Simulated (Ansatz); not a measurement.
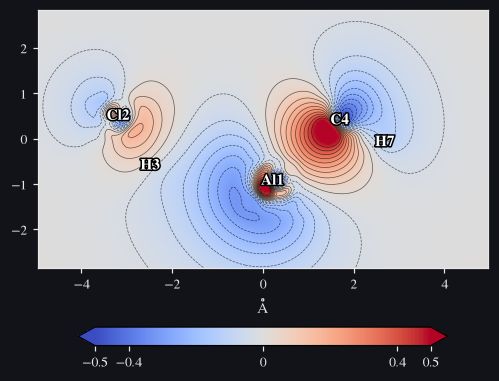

Figure 1: CH3Al···HCl. The HOMO on the plane of atoms Al1, C4 and H7 (values in Å⁻³ᐟ²; the overall sign is arbitrary).

Computed with RKS B3LYP/def2-SVP in Ansatz 0.2.0.

```yaml
atoms:
  - { symbol: Al, position_ang: [0.1758, 0.0270, -1.1637] }
  - { symbol: Cl, position_ang: [1.8371, -0.0239, 2.1349] }
  - { symbol: H, position_ang: [2.0071, 0.0055, 0.8408] }
  - { symbol: C, position_ang: [-1.8181, 0.0018, -1.1110] }
  - { symbol: H, position_ang: [-2.2030, -0.9074, -0.6095] }
  - { symbol: H, position_ang: [-2.2242, 0.8711, -0.5580] }
  - { symbol: H, position_ang: [-2.2635, 0.0258, -2.1250] }
```

**Where does this orbital lie, and at what energy?**

By Hirshfeld shares it lies mainly on Al1 (about 65 %) and C4 (about 20 %). Its energy is −5.67 eV.
